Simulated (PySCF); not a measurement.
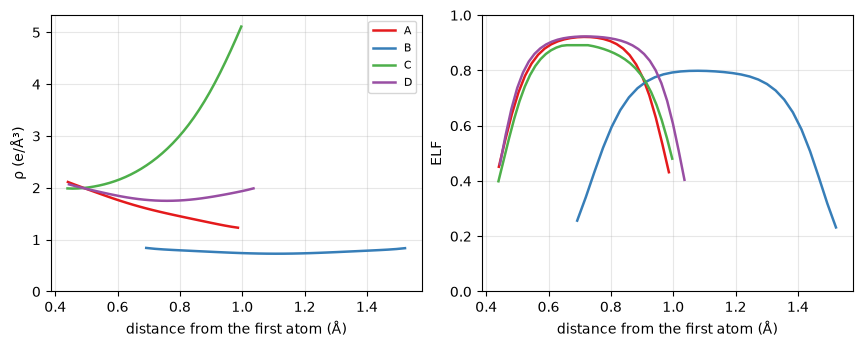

Figure. C4H5OP3. Total electron density and ELF along straight lines between neighbouring atoms. The curves leave out the atomic cores.

Geometry: GFN2-xTB.

All numbers below come from PySCF 2.14.0, CAM-B3LYP/def2-SVPD, SCF density, gas phase.

```
atom    x (Å)    y (Å)    z (Å)
   C  -2.2757  -0.2590  -0.0554
   O  -1.0952  -0.8346  -0.5660
   C   0.0361  -0.3116  -0.0428
   P   0.4171   1.3779   0.5918
   C   2.0219   1.4619  -0.2635
   P   2.7308   0.0325  -0.7853
   C   1.3557  -0.9819  -0.0585
   P   0.7376  -0.5215   1.6837
   H  -2.2964   0.8192  -0.2588
   H  -2.3387  -0.4178   1.0284
   H  -3.1056  -0.7503  -0.5575
   H   2.4537   2.4329  -0.4499
   H   1.3544  -2.0473  -0.2840
```

### Which curve belongs to which contact (C–C, C–O, C–P and P–P)? The first atom named is at distance zero.

Curve A: C–P (1.68 Å): the density is about 1.4 e/Å³ at the midpoint; the ELF peaks at about 0.90 between the atoms; a covalent bond. Curve B: P–P (2.21 Å): the density is about 0.73 e/Å³ at the midpoint; the ELF peaks at about 0.80 between the atoms, as expected for a shared electron pair. Curve C: C–O (1.35 Å): ρ is about 2.4 e/Å³ halfway, with its minimum of 2 e/Å³ about 0.5 Å from C; the ELF peaks at about 0.90 between the atoms; a polar covalent bond. Curve D: C–C (1.48 Å): ρ is about 1.8 e/Å³ halfway; the ELF peaks at about 0.90 between the atoms; localised, covalent bonding.
